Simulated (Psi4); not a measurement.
# One shape, several levels: SiNH4O (SMILES [O]N[SiH3])

Wanted: a comparison of 4 runs (UHF/STO-3G, U-wB97X/STO-3G, U-wB97X/6-311G**, UMP3/aug-pcseg-1) of SiNH4O. 

Program for the calculation: Psi4 1.11.

1 further run of the same task is left out (set aside as unsound or not needed).

### Step 1. Starting point

The species is SiNH4O (7 atoms), meant as a doublet with charge 0. As SMILES, `[O]N[SiH3]`. The shape is that of a GFN2-xTB optimisation.

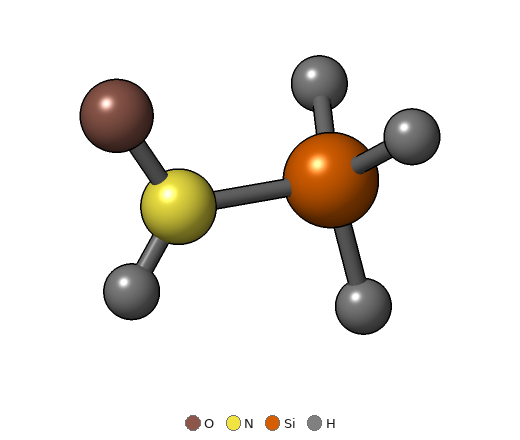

Viewed from a chosen angle; oxygen brown, nitrogen yellow, silicon orange, hydrogen grey.

### Step 2. Energy and gradient at UHF/STO-3G (run 1)

h4nosi.xyz reads:

```xyz
7
H4NOSi
O     -0.319550    -1.681360     0.963970
N     -0.466220    -0.878510    -0.025620
Si     0.335030     0.684380    -0.030540
H     -1.070320    -1.232130    -0.770820
H     -0.101510     1.229980    -1.314450
H     -0.150000     1.433580     1.125080
H      1.772560     0.444060     0.052370
```

run.py reads:

```python
import psi4

psi4.set_memory(1600000000)
psi4.set_num_threads(1)
psi4.set_output_file('h4nosi.out', False)

with open('h4nosi.xyz') as f:
    atoms = ''.join(f.readlines()[2:])
geom = psi4.geometry('0 2\n' + atoms + 'symmetry c1')

psi4.set_options({
    'basis': 'STO-3G',
    'reference': 'uhf',
    'puream': True,
    'e_convergence': 1e-09,
    'd_convergence': 1e-08,
    'scf_type': 'pk',
    'maxiter': 200,
})

e, wfn = psi4.gradient('hf', molecule=geom, return_wfn=True)
psi4.oeprop(wfn, 'MAYER_INDICES', 'QUADRUPOLE', 'WIBERG_LOWDIN_INDICES')
print('gradient / Eh bohr^-1')
print(e.np.round(6))
print(f'energy = {wfn.energy():.10f} Eh')
for k, v in sorted(psi4.core.scalar_variables().items()):
    print(f'{k:45s} {v:18.10f}')
```

On the command line:

```
$ python run.py
```

h4nosi.out:

```text
[...]
  Running in c1 symmetry.
[...]
  Nuclear repulsion =  108.348355561687896
[...]
  Multiplicity = 2
[...]
  Nalpha       = 17
  Nbeta        = 16
[...]
    Number of basis functions: 23
[...]
   @UHF iter   1:  -415.32803631906791   -2.21151e+00   1.68019e-02 ADIIS/DIIS
[...]
   @UHF iter  16:  -415.47829689777507   -1.13687e-13   7.84038e-09 DIIS
[...]
   @S^2 Observed:                7.519716849E-01
[...]
  @UHF Final Energy:  -415.47829689777507
   => Energetics <=
    Nuclear Repulsion Energy =            108.3483555616878959
    One-Electron Energy =                -792.6631628880045355
    Two-Electron Energy =                 268.8365104285416010
    Total Energy =                       -415.4782968977750670
  UHF NO Occupations:
  HONO-2 :   15  A 1.9998846
  HONO-1 :   16  A 1.9992346
[...]
  -Total Gradient:
     Atom            X                  Y                   Z
    ------   -----------------  -----------------  -----------------
       1       -0.010044976172     0.069391574973    -0.080901867884
       2        0.003917197319    -0.062016727586     0.063427337511
       3        0.005901448372     0.000310324590     0.009741098993
       4        0.002973723589    -0.003467029902     0.008392196172
       5       -0.011880809286    -0.000727716290    -0.020543923924
       6       -0.009507955724     0.005505123080     0.017817601877
       7        0.018641371901    -0.008995548867     0.002067557255
[...]
```

The script printed:

```text
gradient / Eh bohr^-1
[[-0.010045  0.069392 -0.080902]
 [ 0.003917 -0.062017  0.063427]
 [ 0.005901  0.00031   0.009741]
 [ 0.002974 -0.003467  0.008392]
 [-0.011881 -0.000728 -0.020544]
 [-0.009508  0.005505  0.017818]
 [ 0.018641 -0.008996  0.002068]]
energy = -415.4782968978 Eh
CURRENT ENERGY                                   -415.4782968978
CURRENT REFERENCE ENERGY                         -415.4782968978
DD SOLVATION ENERGY                                 0.0000000000
HF KINETIC ENERGY                                 410.2982617821
HF POTENTIAL ENERGY                              -825.7765586799
HF TOTAL ENERGY                                  -415.4782968978
HF VIRIAL RATIO                                     2.0126250477
NUCLEAR REPULSION ENERGY                          108.3483555617
ONE-ELECTRON ENERGY                              -792.6631628880
PCM POLARIZATION ENERGY                             0.0000000000
PE ENERGY                                           0.0000000000
SCF ITERATION ENERGY                             -415.4782968978
SCF ITERATIONS                                     16.0000000000
SCF TOTAL ENERGY                                 -415.4782968978
TWO-ELECTRON ENERGY                               268.8365104285
```

It took 1.3 s on 1 thread of Intel Xeon 6975P-C (Granite Rapids), shared host; peak memory 0.18 GiB.

### Step 3. Energy and gradient at U-wB97X/STO-3G (run 2)

h4nosi.in reads:

```
memory 1.6 GB

molecule m {
  0 2
  O
  N 1 1.282719
  Si 2 1.756317 1 120.46169
  H 2 1.022403 1 114.41794 3 -179.96555
  H 3 1.461736 2 101.44125 4 -0.32226
  H 3 1.460141 5 113.85606 2 -115.2984
  H 3 1.459836 6 111.50748 5 130.59615
  symmetry c1
  no_reorient
  no_com
}

set {
  reference            uks
  puream               true
  e_convergence        1e-09
  d_convergence        1e-08
  scf_type             pk
  dft_radial_points    99
  dft_spherical_points 590
  maxiter              200
}

result, w = gradient('wb97x/STO-3G', return_wfn=True)
```

On the command line:

```
$ psi4 -n 1 h4nosi.in h4nosi.out
```

h4nosi.out:

```text
[...]
  Running in c1 symmetry.
[...]
  Nuclear repulsion =  108.348369013809616
[...]
  Multiplicity = 2
[...]
  Nalpha       = 17
  Nbeta        = 16
[...]
    Number of basis functions: 23
[...]
   @UKS iter   1:  -416.53802408721043   -1.79578e+00   1.53215e-02 DIIS/ADIIS
[...]
   @UKS iter  12:  -416.64398418319371   -1.76215e-12   8.75415e-09 DIIS
[...]
   @S^2 Observed:                7.507950921E-01
[...]
  @UKS Final Energy:  -416.64398418319371
   => Energetics <=
    Nuclear Repulsion Energy =            108.3483690138096165
    One-Electron Energy =                -792.7586310372852267
    Two-Electron Energy =                 295.5537394160946292
    DFT Exchange-Correlation Energy =     -27.7874615758126957
    Empirical Dispersion Energy =           0.0000000000000000
    VV10 Nonlocal Energy =                  0.0000000000000000
    Total Energy =                       -416.6439841831937088
[...]
  -Total Gradient:
     Atom            X                  Y                   Z
    ------   -----------------  -----------------  -----------------
       1        0.000006135661    -0.000740366641     0.108171948889
       2       -0.000042657883     0.016304278965    -0.065042074481
       3        0.000156750796    -0.001166839449    -0.014040214007
       4        0.000018199259    -0.023950234536    -0.024600631093
       5        0.000040070602     0.012320829833     0.006364108821
       6       -0.008403243027    -0.001257815702    -0.005481132643
       7        0.008225606381    -0.001278772493    -0.005531193640
[...]
```

Run time: 7.5 s. Hardware: 1 thread of Intel Xeon 6975P-C (Granite Rapids), shared host; peak memory 0.45 GiB.

Run 3 isn't shown in full; the table further down has it.

### Step 4. A single-point energy at UMP3/aug-pcseg-1 (DKH2) (run 4)

calc.py reads:

```python
import psi4

psi4.set_memory(1600000000)
psi4.set_num_threads(1)
psi4.set_output_file('psi4.out', False)

geom = psi4.geometry("""
0 2
O
N 1 1.282719
Si 2 1.756317 1 120.46169
H 2 1.022403 1 114.41794 3 -179.96555
H 3 1.461736 2 101.44125 4 -0.32226
H 3 1.460141 5 113.85606 2 -115.2984
H 3 1.459836 6 111.50748 5 130.59615
units angstrom
""")

psi4.set_options({
    'basis': 'aug-pcseg-1',
    'reference': 'uhf',
    'scf_type': 'pk',
    'freeze_core': True,
    'mp_type': 'conv',
    'relativistic': 'dkh',
    'dkh_order': 2,
})

E, wfn = psi4.energy("mp3", return_wfn=True)
print(f'total energy {E:.8f} hartree = {E * 27.211386:.5f} eV')
```

On the command line:

```
$ python calc.py
```

psi4.out:

```text
[...]
  Running in c1 symmetry.
[...]
  Nuclear repulsion =  108.348369013809616
[...]
  Multiplicity = 2
[...]
  Nalpha       = 17
  Nbeta        = 16
[...]
    Number of basis functions: 109
[...]
   @UHF iter   1:  -420.97131334220114   -6.76214e-01   3.31348e-03 ADIIS/DIIS
[...]
   @UHF iter  16:  -421.07578629246910   -2.55795e-12   5.77863e-09 DIIS
[...]
   @S^2 Observed:                7.673379878E-01
[...]
  @UHF Final Energy:  -421.07578629246910
   => Energetics <=
    Nuclear Repulsion Energy =            108.3483690138096165
    One-Electron Energy =                -796.9413554594423204
    Two-Electron Energy =                 267.5172001531636283
    Total Energy =                       -421.0757862924691040
  UHF NO Occupations:
  HONO-2 :   15  A 1.9985560
  HONO-1 :   16  A 1.9940166
[...]
 Multipole Moments:
 ------------------------------------------------------------------------------------
     Multipole            Electronic (a.u.)      Nuclear  (a.u.)        Total (a.u.)
 ------------------------------------------------------------------------------------
 L = 1.  Multiply by 2.5417464519 to convert [e a0] to [Debye]
 Dipole X            :          0.0014024           -0.0010842            0.0003182
 Dipole Y            :          1.4139462           -1.4843196           -0.0703734
 Dipole Z            :         -2.0048740            3.0137064            1.0088324
 Magnitude           :                                                    1.0112839
[...]
	SCS-MP2 Total Energy (a.u.)        :  -421.51545161642207
	SOS-MP2 Total Energy (a.u.)        :  -421.51373023860424
[...]
	SOS-PI-MP2 Total Energy (a.u.)     :  -421.54741823446079
[...]
	MP2 Total Energy (a.u.)            :  -421.51889437205790
[...]
	SCS-MP3 Total Energy (a.u.)        :  -421.52163705124116
[...]
	MP3 Total Energy (a.u.)            :  -421.54363611133419
[...]
```

On the terminal:

```text
total energy -421.54363611 hartree = -11470.78660 eV
```

It took 23 s on 1 thread of Intel Xeon 6975P-C (Granite Rapids), shared host; peak memory 1.3 GiB.

### Step 5. Overview of the runs

```
run                    level         integration grid      task  energy (Eh)  dipole moment (D)  HOMO energy (eV)  LUMO energy (eV)  wall time
  1               UHF/STO-3G                        –  gradient  -415.478297               2.14             -7.33             10.66      1.3 s
  2           U-wB97X/STO-3G  99 radial × 590 angular  gradient  -416.643984               2.35             -4.70              6.19      7.5 s
  3         U-wB97X/6-311G**  99 radial × 590 angular  gradient  -421.799836               2.89             -8.81              0.72       22 s
  4  UMP3/aug-pcseg-1 (DKH2)                        –    energy  -421.543636                  –            -10.89              0.79       23 s
```

### Step 6. Summary of results

| quantity | value |
| --- | --- |
| run 4: total energy | -421.54364 Eh |
| run 4: HOMO energy (Hartree–Fock orbitals) (highest over α and β) | -10.89 eV |
| run 4: LUMO energy (Hartree–Fock orbitals) (lowest over α and β) | 0.79 eV |
| run 4: correlation energy (7 core orbitals frozen) | -467.8 mEh |
| run 4: ⟨S²⟩ of the reference determinant | 0.767 |

What this shows: Over runs 1, 2, 3 the dipole moment (its size) runs from 2.14 D (UHF/STO-3G) to 2.89 D (U-wB97X/6-311G**). The two ends differ in method and basis. Some runs of one species differ in core potentials or relativity; totals across that change don't compare. In runs 1, 2 the basis is minimal, so the values are rough. All runs together took 54 s, the longest 23 s.
